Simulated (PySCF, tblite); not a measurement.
# C5H6F2O: dynamics, then NMR shifts on frames, part 1 of 2

How do NMR shifts of C5H6F2O (`FC(F)[C@H]1C=CCO1`) change as the atoms move?

Programs: tblite 0.8.0 and PySCF 2.14.0, with density-fitted response routines of our own. Each step states its level of theory. These are calculated values for one molecule in the gas phase, unless marked as measured. Atoms count from 0, in the outputs and in this text.

## (1) The molecule as given

14 atoms, charge 0, multiplicity 1; geometry from: GFN2-xTB.

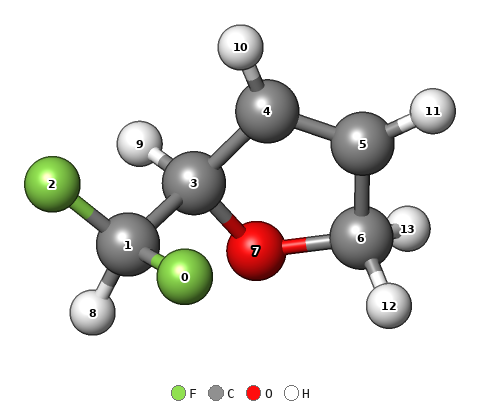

The starting geometry (fluorine green, carbon grey, oxygen red, hydrogen white), atoms numbered.

## (2) Dynamics with GFN2-xTB

The job: settings as JSON, then the geometry in Å.

```
{"job": {"kind": "md", "xc": "GFN2-xTB", "basis": "xTB", "temperature": 200, "steps": 2000, "every": 50, "frames": 5}, "charge": 0, "multiplicity": 1}
F      1.128188    -0.743034    -1.647895
C      1.707358    -0.286063    -0.513896
F      2.579446     0.677968    -0.893440
C      0.661915     0.289473     0.466059
C     -0.380329     1.102301    -0.250239
C     -1.540216     0.475053    -0.175965
C     -1.384875    -0.783619     0.618066
O     -0.043071    -0.759753     1.096274
H      2.273476    -1.113776    -0.062785
H      1.221970     0.858396     1.221754
H     -0.134788     2.015797    -0.755856
H     -2.480678     0.770040    -0.599541
H     -1.550095    -1.673675    -0.005087
H     -2.058980    -0.829580     1.480384
```

Method: GFN2-xTB Langevin dynamics, gas phase.

The run is started by

```console
OMP_NUM_THREADS=1 python probes_run.py task.json out
```

The driver reads the jobs from task.json and runs them one after another.

Output:

```text
t/fs     T/K      E/eV
    0.0   154.9   -742.05041
   25.0    72.8   -741.81153
   50.0   105.1   -741.84102
   75.0   170.3   -741.88873
  100.0   153.2   -741.81944
  125.0   158.1   -741.71177
  150.0   110.9   -741.73734
  175.0   211.7   -741.86432
  200.0   259.9   -741.81640
  225.0   253.7   -741.77213
  250.0   252.5   -741.74227
  275.0   171.9   -741.64398
  300.0   225.2   -741.79076
  325.0   123.7   -741.86689
  350.0    80.3   -741.70423
  375.0   182.2   -741.72587
  400.0   213.8   -741.80276
  425.0   258.9   -741.83702
  450.0   196.6   -741.60431
  475.0   286.8   -741.72781
  500.0   222.4   -741.70483
  525.0   221.3   -741.75940
  550.0   182.2   -741.70271
  575.0   209.7   -741.69758
  600.0   228.0   -741.71089
  625.0   184.3   -741.64817
  650.0   227.9   -741.80318
  675.0   240.6   -741.77500
  700.0   149.8   -741.61592
  725.0   187.4   -741.66837
  750.0   252.0   -741.65307
  775.0   264.9   -741.77402
  800.0   208.2   -741.66704
  825.0   235.6   -741.68224
  850.0   208.7   -741.71304
  875.0   178.3   -741.74064
  900.0   169.3   -741.72548
  925.0   159.3   -741.71142
  950.0   208.4   -741.67170
  975.0   207.4   -741.71200
 1000.0   152.0   -741.77741
```

It took 8.8 s on 1 thread of Intel Xeon Platinum 8488C, shared host; peak memory 0.18 GiB.

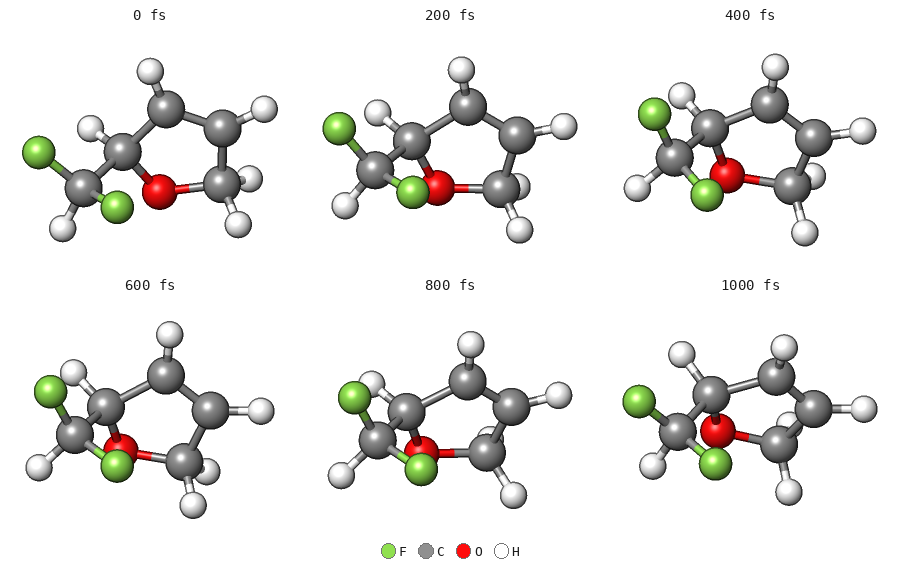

Frames of the run.

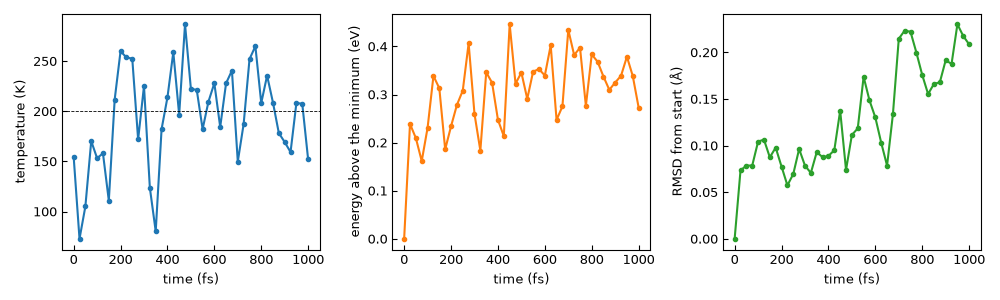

Temperature, potential energy and distance from the start.

Positions (Å) and forces (eV/Å) at 1000 fs:

```xyz
14

F     1.305   -1.217   -1.393   -0.504   -0.011   -0.544
C     1.946   -0.446   -0.503    0.058   -0.785    1.087
F     2.726    0.399   -1.198   -0.278    0.306    0.146
C     1.007    0.154    0.590   -0.332    1.013   -0.537
C    -0.433    0.338    0.164    1.216    0.416   -1.031
C    -1.171   -0.540    0.775   -2.063   -0.774    0.610
C    -0.370   -1.253    1.804   -0.770    1.165    0.849
O     0.915   -0.732    1.670    1.492   -0.206    0.298
H     2.567   -1.139    0.084    0.559   -0.006   -0.099
H     1.483    1.114    0.892   -0.149   -0.363    0.067
H    -0.649    0.991   -0.644   -0.293    0.314   -0.247
H    -2.258   -0.724    0.730    0.880    0.260   -0.182
H    -0.409   -2.315    1.718    0.124   -0.925   -0.106
H    -0.739   -0.944    2.814    0.061   -0.403   -0.310
```

## (3) Nuclear shieldings: 250 fs, PBE0/pcSseg-1

The job: settings as JSON, then the geometry in Å.

```
{"job": {"kind": "nmr", "xc": "PBE0", "basis": "pcSseg-1", "pop": false}, "charge": 0, "multiplicity": 1}
F      1.123900    -0.937700    -1.703900
C      1.686700    -0.257300    -0.694000
F      2.191900     0.875200    -1.176100
C      0.686100     0.081000     0.449200
C     -0.561100     0.566000    -0.178300
C     -1.556000    -0.298900     0.073100
C     -1.026800    -1.420500     0.892300
O      0.324100    -1.035500     1.168000
H      2.517700    -0.845900    -0.240500
H      1.129300     0.834300     1.035100
H     -0.708800     1.478900    -0.799700
H     -2.548900    -0.164500    -0.327400
H     -0.886700    -2.334800     0.263400
H     -1.499500    -1.668100     1.846900
```

Level: GIAO PBE0/pcSseg-1 NMR shielding, non-relativistic, gas phase.

Output:

```text
coarse grid: 12408 points
cycle   1  E = -468.2785753530  dE =  1.386e+00  |g| = 8.133e-01  |ddm| = 3.358e+00
cycle   2  E = -468.1700560023  dE =  1.085e-01  |g| = 1.167e+00  |ddm| = 1.248e+00
cycle   3  E = -468.3905752374  dE = -2.205e-01  |g| = 7.583e-02  |ddm| = 7.830e-01
cycle   4  E = -468.3913018374  dE = -7.266e-04  |g| = 4.636e-02  |ddm| = 8.811e-02
cycle   5  E = -468.3917418198  dE = -4.400e-04  |g| = 1.167e-02  |ddm| = 4.383e-02
cycle   6  E = -468.3917673146  dE = -2.549e-05  |g| = 5.147e-03  |ddm| = 1.193e-02
cycle   7  E = -468.3917736587  dE = -6.344e-06  |g| = 8.266e-04  |ddm| = 4.200e-03
final grid: 122688 points
cycle   8  E = -468.4625824343  dE = -3.323e-05  |g| = 1.158e-02  |ddm| = 2.648e-02
cycle   9  E = -468.4625569055  dE =  2.553e-05  |g| = 1.688e-02  |ddm| = 1.774e-02
cycle  10  E = -468.4626070090  dE = -5.010e-05  |g| = 1.023e-03  |ddm| = 1.068e-02
cycle  11  E = -468.4626072370  dE = -2.280e-07  |g| = 2.255e-04  |ddm| = 1.083e-03
cycle  12  E = -468.4626072456  dE = -8.586e-09  |g| = 9.451e-05  |ddm| = 2.401e-04
cycle  13  E = -468.4626072470  dE = -1.386e-09  |g| = 3.076e-05  |ddm| = 8.028e-05
cycle  14  E = -468.4626072472  dE = -2.009e-10  |g| = 1.024e-05  |ddm| = 2.991e-05
converged SCF energy = -468.4626072472

GIAO shielding tensors (ppm)
atom      isotropic    diamagn.    paramagn.     s11        s22        s33       span
  0 F      328.242     474.410    -146.168    240.024    339.595    405.107    165.084
  1 C       67.194     239.506    -172.312     53.901     69.852     77.828     23.927
  2 F      326.029     472.388    -146.359    241.132    323.401    413.553    172.421
  3 C      102.359     247.112    -144.753     79.293     95.421    132.362     53.069
  4 C       43.097     256.024    -212.927    -76.498     67.565    138.225    214.724
  5 C       45.486     257.006    -211.520    -77.959     71.155    143.262    221.221
  6 C      104.891     245.982    -141.091     65.284     99.164    150.226     84.942
  7 O      294.945     397.257    -102.312    215.531    289.027    380.278    164.747
  8 H       25.519      27.234      -1.715     23.049     24.807     28.701      5.652
  9 H       27.696      31.302      -3.606     24.042     27.339     31.708      7.666
 10 H       24.487      30.810      -6.322     21.969     24.905     26.588      4.619
 11 H       25.021      31.060      -6.039     22.044     24.655     28.364      6.320
 12 H       25.826      28.046      -2.220     21.575     24.251     31.653     10.078
 13 H       26.474      27.801      -1.327     22.224     24.981     32.216      9.992
```

It took 24 s on 1 thread of Intel Xeon Platinum 8488C, shared host; peak memory 0.74 GiB.

The references, computed at this level on geometries of the same kind, shield at (ppm): ¹H TMS 31.72, ¹³C TMS 186.9, ¹⁹F CFCl3 170.9, ¹⁷O H2O 336.1. Their shielding less the atom's gives the shift. The references are single molecules in the gas phase, so shifts against H2O, NH3, PH3, H3PO4 or CFCl3 are not on the usual liquid scales and can be off by tens of ppm. Each atom is listed at this fixed geometry, with no averaging over motion; a spectrum would average atoms that exchange fast.

| atoms | environment | σ (ppm) | δ (ppm) |
| --- | --- | --- | --- |
| C4 | alkene CH | 43.1 | 143.8 |
| C5 | alkene CH | 45.5 | 141.4 |
| C1 | sp3 CH bonded to 2 F | 67.2 | 119.7 |
| C3 | allylic sp3 CH bonded to O | 102.4 | 84.6 |
| C6 | allylic sp3 CH2 bonded to O | 104.9 | 82.0 |
| H10 | hydrogen on an alkene CH | 24.49 | 7.23 |
| H11 | hydrogen on an alkene CH | 25.02 | 6.70 |
| H8 | hydrogen on an sp3 CH bonded to 2 F | 25.52 | 6.20 |
| H12 | hydrogen on an allylic sp3 CH2 bonded to O | 25.83 | 5.89 |
| H13 | hydrogen on an allylic sp3 CH2 bonded to O | 26.47 | 5.24 |
| H9 | hydrogen on an allylic sp3 CH bonded to O | 27.70 | 4.02 |
| F2 | fluorine of a CF2 group | 326.0 | -155.1 |
| F0 | fluorine of a CF2 group | 328.2 | -157.3 |
| O7 | ether oxygen | 294.9 | 41.1 |

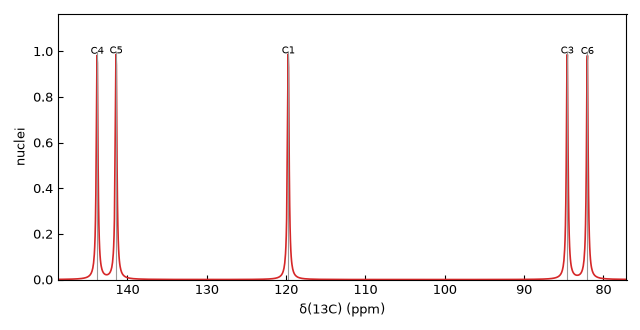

¹³C lines at the computed shifts, without couplings. Lines are broadened to a width of 0.25 ppm (Lorentzian).

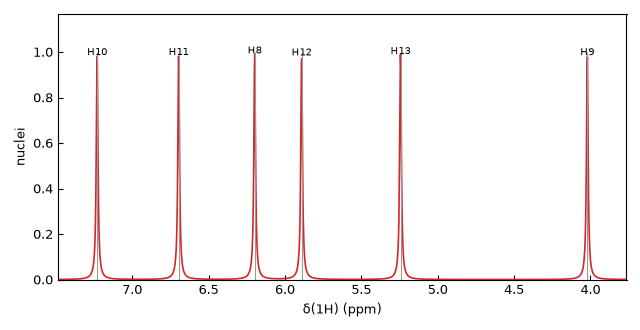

¹H lines at the computed shifts, without couplings. Lines are broadened to a width of 0.01 ppm (Lorentzian).

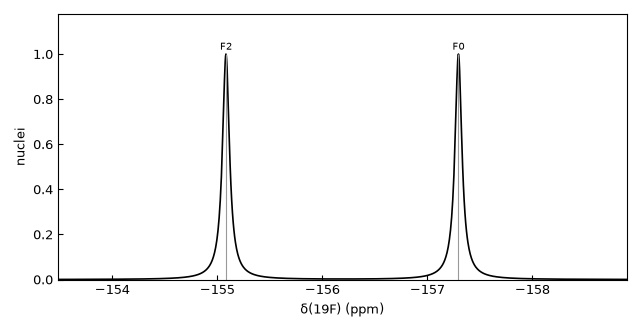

¹⁹F lines at the computed shifts, without couplings. Lines are broadened to a width of 0.08 ppm (Lorentzian).

Ring of atoms C3, C4, C5, C6, O7: NICS(0) -5.3, NICS(1) -3.1, NICS(1)zz -6.8 ppm (means of both faces).

Orbitals, density, ELF and potential are computed afterwards from the orbital file.

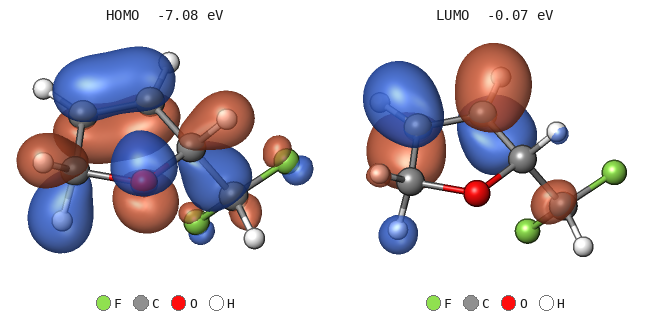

Frontier orbitals at PBE0/pcSseg-1; each surface holds 70 % of the orbital's density, blue and red mark the sign.

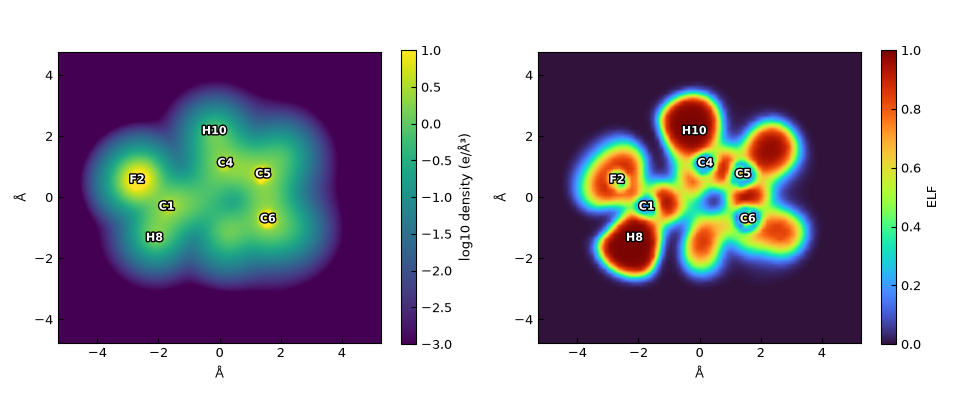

Density (left) and ELF (right) in a plane through or near 7 of the atoms.

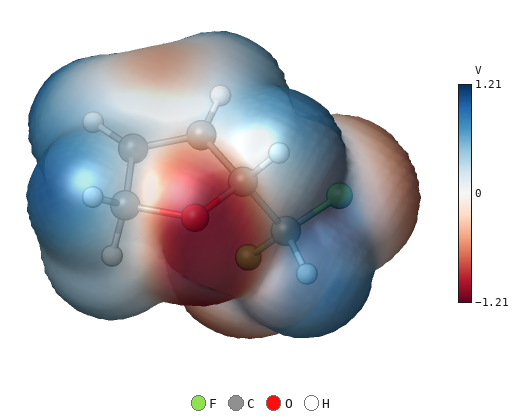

The potential that a unit positive charge feels on the 0.002 e/bohr³ surface, from -1.21 V near O7 to 1.07 V near H11.

## (4) NMR shieldings: 425 fs, PBE0/pcSseg-1

The job: settings as JSON, then the geometry in Å.

```
{"job": {"kind": "nmr", "xc": "PBE0", "basis": "pcSseg-1", "pop": false}, "charge": 0, "multiplicity": 1}
F      1.192800    -1.223400    -1.609200
C      1.758000    -0.385900    -0.760500
F      2.084000     0.768400    -1.488100
C      0.826700    -0.005100     0.406500
C     -0.542800     0.339200    -0.158000
C     -1.431500    -0.541400     0.276600
C     -0.723600    -1.490900     1.235500
O      0.633100    -1.100100     1.297400
H      2.686100    -0.895000    -0.378200
H      1.288700     0.781700     0.925200
H     -0.680100     1.188300    -0.799100
H     -2.459000    -0.546600     0.015300
H     -0.872900    -2.516800     0.837800
H     -1.191700    -1.402700     2.253000
```

Method: GIAO PBE0/pcSseg-1 NMR shielding, non-relativistic, gas phase.

Output:

```text
coarse grid: 12408 points
cycle   1  E = -468.2754323367  dE =  1.237e+00  |g| = 8.212e-01  |ddm| = 3.325e+00
cycle   2  E = -468.1533002839  dE =  1.221e-01  |g| = 1.210e+00  |ddm| = 1.244e+00
cycle   3  E = -468.3908072162  dE = -2.375e-01  |g| = 7.380e-02  |ddm| = 7.775e-01
cycle   4  E = -468.3915589691  dE = -7.518e-04  |g| = 4.296e-02  |ddm| = 8.650e-02
cycle   5  E = -468.3919626567  dE = -4.037e-04  |g| = 1.174e-02  |ddm| = 4.259e-02
cycle   6  E = -468.3919892677  dE = -2.661e-05  |g| = 4.824e-03  |ddm| = 1.153e-02
cycle   7  E = -468.3919948794  dE = -5.612e-06  |g| = 6.735e-04  |ddm| = 3.991e-03
final grid: 122688 points
cycle   8  E = -468.4647902973  dE = -3.570e-05  |g| = 1.200e-02  |ddm| = 2.503e-02
cycle   9  E = -468.4647613137  dE =  2.898e-05  |g| = 1.781e-02  |ddm| = 1.876e-02
cycle  10  E = -468.4648169723  dE = -5.566e-05  |g| = 1.063e-03  |ddm| = 1.118e-02
cycle  11  E = -468.4648172177  dE = -2.454e-07  |g| = 2.584e-04  |ddm| = 1.148e-03
cycle  12  E = -468.4648172298  dE = -1.210e-08  |g| = 9.114e-05  |ddm| = 2.506e-04
cycle  13  E = -468.4648172311  dE = -1.261e-09  |g| = 3.188e-05  |ddm| = 8.274e-05
cycle  14  E = -468.4648172313  dE = -2.003e-10  |g| = 8.532e-06  |ddm| = 2.941e-05
converged SCF energy = -468.4648172313

GIAO shielding tensors (ppm)
atom      isotropic    diamagn.    paramagn.     s11        s22        s33       span
  0 F      322.398     474.066    -151.668    239.264    314.583    413.347    174.083
  1 C       62.125     238.758    -176.633     46.943     59.912     79.520     32.576
  2 F      304.249     473.988    -169.738    190.959    344.102    377.687    186.728
  3 C       93.046     248.065    -155.019     53.417     94.572    131.148     77.731
  4 C       53.721     254.780    -201.059    -58.525     75.962    143.727    202.252
  5 C       44.370     257.373    -213.003    -72.455     66.002    139.563    212.017
  6 C      102.493     242.561    -140.067     60.183     98.271    149.025     88.842
  7 O      294.665     396.315    -101.650    227.976    293.860    362.158    134.183
  8 H       25.179      26.315      -1.136     23.118     23.872     28.546      5.429
  9 H       27.408      31.627      -4.219     23.886     27.115     31.224      7.339
 10 H       25.556      32.240      -6.684     23.098     26.276     27.295      4.197
 11 H       25.290      32.123      -6.833     22.583     25.250     28.037      5.454
 12 H       26.298      27.124      -0.826     22.373     24.710     31.810      9.437
 13 H       26.117      26.745      -0.628     21.607     24.470     32.273     10.665
```

It took 18 s on 1 thread of Intel Xeon Platinum 8488C, shared host; peak memory 0.76 GiB.

Key values: δ C5 142.6, C4 133.2, C1 124.8, C3 93.9, H8 6.54, H11 6.43 ppm.

## (5) Nuclear shieldings: 625 fs, PBE0/pcSseg-1

The job: settings as JSON, then the geometry in Å.

```
{"job": {"kind": "nmr", "xc": "PBE0", "basis": "pcSseg-1", "pop": false}, "charge": 0, "multiplicity": 1}
F      1.121000    -1.073500    -1.560400
C      1.873400    -0.465400    -0.622800
F      2.318100     0.666500    -1.342600
C      1.054300     0.070600     0.569300
C     -0.273300     0.522000     0.066200
C     -1.211200    -0.346600     0.459700
C     -0.604400    -1.493500     1.176500
O      0.754300    -1.027100     1.444400
H      2.655500    -1.110600    -0.352900
H      1.587200     0.852600     1.082500
H     -0.438100     1.344500    -0.593800
H     -2.240400    -0.278600     0.185000
H     -0.657000    -2.433100     0.691000
H     -0.968000    -1.782200     2.158600
```

Level: GIAO PBE0/pcSseg-1 NMR shielding, non-relativistic, gas phase.

Output:

```text
coarse grid: 12408 points
cycle   1  E = -468.2615459235  dE =  1.254e+00  |g| = 8.400e-01  |ddm| = 3.334e+00
cycle   2  E = -468.1165826459  dE =  1.450e-01  |g| = 1.277e+00  |ddm| = 1.305e+00
cycle   3  E = -468.3831105477  dE = -2.665e-01  |g| = 7.411e-02  |ddm| = 8.227e-01
cycle   4  E = -468.3838053868  dE = -6.948e-04  |g| = 4.727e-02  |ddm| = 8.847e-02
cycle   5  E = -468.3842832108  dE = -4.778e-04  |g| = 1.279e-02  |ddm| = 4.561e-02
cycle   6  E = -468.3843149116  dE = -3.170e-05  |g| = 4.982e-03  |ddm| = 1.258e-02
cycle   7  E = -468.3843208232  dE = -5.912e-06  |g| = 8.293e-04  |ddm| = 4.216e-03
final grid: 122688 points
cycle   8  E = -468.4574158010  dE = -3.565e-05  |g| = 1.333e-02  |ddm| = 2.821e-02
cycle   9  E = -468.4573754282  dE =  4.037e-05  |g| = 2.039e-02  |ddm| = 2.069e-02
cycle  10  E = -468.4574487758  dE = -7.335e-05  |g| = 1.260e-03  |ddm| = 1.253e-02
cycle  11  E = -468.4574491185  dE = -3.426e-07  |g| = 3.044e-04  |ddm| = 1.336e-03
cycle  12  E = -468.4574491337  dE = -1.522e-08  |g| = 1.144e-04  |ddm| = 2.978e-04
cycle  13  E = -468.4574491354  dE = -1.737e-09  |g| = 3.028e-05  |ddm| = 8.255e-05
cycle  14  E = -468.4574491356  dE = -1.510e-10  |g| = 6.664e-06  |ddm| = 2.409e-05
converged SCF energy = -468.4574491356

GIAO shielding tensors (ppm)
atom      isotropic    diamagn.    paramagn.     s11        s22        s33       span
  0 F      313.778     475.588    -161.809    214.489    325.259    401.587    187.098
  1 C       61.056     238.430    -177.374     44.454     56.841     81.873     37.419
  2 F      294.890     474.200    -179.311    162.981    351.585    370.103    207.122
  3 C       98.927     249.458    -150.531     71.160     93.368    132.253     61.093
  4 C       47.982     254.267    -206.285    -68.409     69.157    143.199    211.609
  5 C       46.476     254.623    -208.148    -71.002     64.707    145.722    216.724
  6 C      108.492     243.685    -135.193     71.561     91.588    162.328     90.767
  7 O      269.441     396.197    -126.756    183.587    274.308    350.428    166.841
  8 H       26.373      28.179      -1.806     24.683     25.389     29.047      4.364
  9 H       26.978      30.021      -3.043     23.609     26.489     30.836      7.227
 10 H       25.286      32.169      -6.883     22.761     25.841     27.255      4.494
 11 H       25.413      31.342      -5.928     23.070     24.921     28.249      5.178
 12 H       27.661      29.673      -2.011     24.797     25.774     32.413      7.616
 13 H       26.764      27.830      -1.065     22.574     25.035     32.683     10.109
```

Run time: 18 s. Hardware: 1 thread of Intel Xeon Platinum 8488C, shared host; peak memory 0.77 GiB.

This run: δ C5 140.4, C4 138.9, C1 125.9, C3 88.0, H10 6.43, H11 6.30 ppm.

(Continued in part 2 of 2.)
